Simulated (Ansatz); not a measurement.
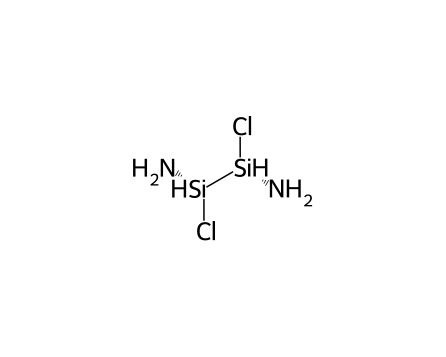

The drawing above gives the connectivity. Computed geometry: PBE0-D4/def2-TZVP optimisation. No frequency run is at hand to confirm it as a minimum.

What does the molecule look like in three dimensions?

The molecule is Cl2H6N2Si2. SMILES: `N[Si@@H](Cl)[Si@@H](N)Cl`. It has no ring. Among its groups: Si–H bond, Si–N bond. This geometry has C2 symmetry. Coordination, clear cases only: 2 Si tetrahedral.

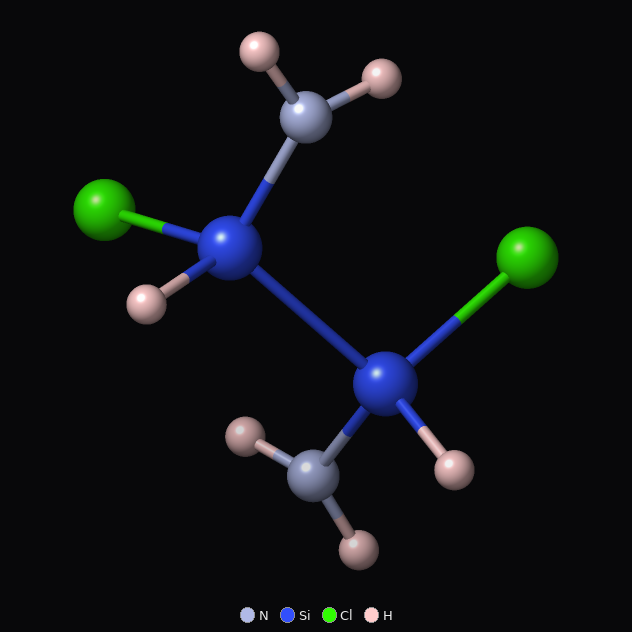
